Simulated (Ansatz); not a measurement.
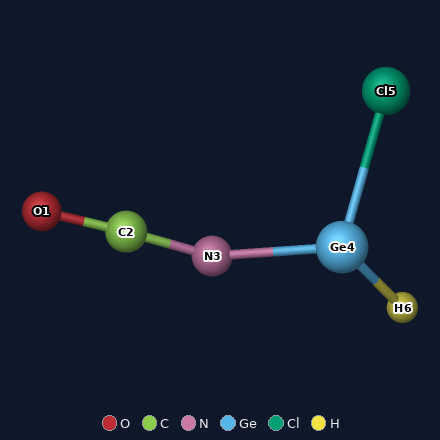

The system is CHClGeNO, SMILES O=C=[N][GeH][Cl], spin multiplicity 2; the picture shows the reference structure. 
- Coordinates scanned: (1) angle C2–N3–Ge4; (2) dihedral C2–N3–Ge4–Cl5.
- Nothing is relaxed (all other coordinates rigid).
- Grid: 11 × 10 points.
- Points are written as (first, second).
- Energies are in meV, from the relaxed molecule at the same level.
- Level of theory: UKS r2SCAN-D4/def2-SVP (Ansatz 0.2.0).

Its coordinates:

```yaml
atoms:
  - { symbol: O, position_ang: [0.0800, -1.7022, -2.2202] }
  - { symbol: C, position_ang: [-0.1380, -0.9888, -1.3176] }
  - { symbol: N, position_ang: [-0.4341, -0.2856, -0.3745] }
  - { symbol: Ge, position_ang: [0.0724, 1.1201, 0.6799] }
  - { symbol: Cl, position_ang: [1.8837, 0.5235, 1.7268] }
  - { symbol: H, position_ang: [-1.0613, 1.2583, 1.7284] }
```

Range: angle C2–N3–Ge4 from 110.7 to 179.0°; dihedral C2–N3–Ge4–Cl5 from −180 to 144°.

Q: Predict the map.

A: The lowest grid point is at (144.9°, −72°), 0.8 meV from the relaxed molecule at the same level. No other kind of well shows on this grid. The highest grid point, (110.7°, 72°), lies 352 meV above the lowest. Round the minimum the valley is somewhat tilted: raising angle C2–N3–Ge4 shifts the best value of dihedral C2–N3–Ge4–Cl5 downwards (coupling k₁₂/√(k₁₁k₂₂) about 0.3).

| dihedral C2–N3–Ge4–Cl5 ↓, angle C2–N3–Ge4 → | 110.7 | 117.5 | 124.4 | 131.2 | 138.0 | 144.9 | 151.7 | 158.5 | 165.3 | 172.2 | 179.0 |
| --- | --- | --- | --- | --- | --- | --- | --- | --- | --- | --- | --- |
| 144 | 309 | 219 | 158 | 120 | 97 | 86 | 81 | 80 | 80 | 80 | 77 |
| 108 | 330 | 249 | 193 | 157 | 133 | 118 | 109 | 101 | 94 | 86 | 77 |
| 72 | 353 | 272 | 215 | 176 | 149 | 130 | 117 | 106 | 96 | 86 | 75 |
| 36 | 330 | 241 | 181 | 143 | 118 | 103 | 94 | 88 | 83 | 79 | 74 |
| 0 | 278 | 176 | 113 | 77 | 57 | 50 | 50 | 55 | 61 | 67 | 72 |
| −36 | 240 | 139 | 72 | 33 | 14 | 9 | 15 | 26 | 41 | 56 | 71 |
| −72 | 259 | 156 | 82 | 36 | 10 | 1 | 4 | 15 | 32 | 51 | 70 |
| −108 | 293 | 188 | 112 | 61 | 30 | 15 | 14 | 21 | 35 | 53 | 71 |
| −144 | 312 | 208 | 132 | 82 | 51 | 35 | 32 | 37 | 47 | 60 | 73 |
| −180 | 309 | 210 | 140 | 95 | 69 | 57 | 54 | 57 | 63 | 70 | 75 |

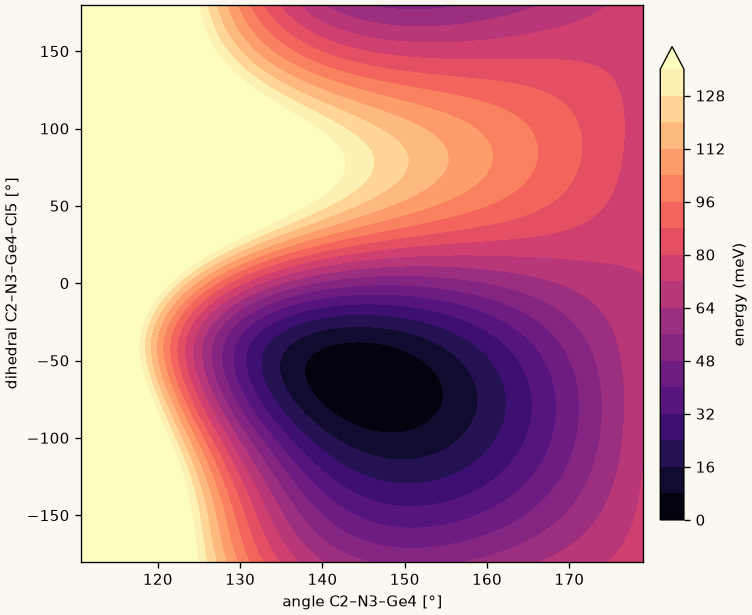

The picture shows filled contours, one colour for all values above the top of the scale. Between grid points the surface is interpolated.

Each point was launched as `ansatz run input.yaml --threads 1 --pin off --max-ram 2560MiB --backend cpu --events-out ev --progress --plain --runs-dir out`. Time for the 110 points that were run: 48 min on 1 thread of Arm Neoverse N1, with other jobs on the host.
